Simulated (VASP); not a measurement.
Band structure of WSe₂ (2H layered). All values below come from LDA (Ceperley-Alder, Perdew-Zunger), VASP's LDA PAW potentials (set 64) (plane waves; VASP).

Unless said otherwise, spin-orbit coupling is left out, though it shifts the bands of the heavy elements here.

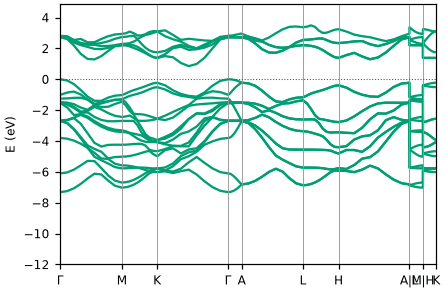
Fig. 1. Bands along high-symmetry lines, zero at the valence-band maximum or, without a gap, the Fermi level

Question: Read the plot: is there a gap, and where are the band edges?

Answer: The gap is indirect, 0.85 eV, from the valence maximum at Γ to the conduction minimum at K-Γ at 0.44. (Edges off the drawn lines would not show.)

The compound is WSe2 in the 2H layered structure. It was relaxed first.
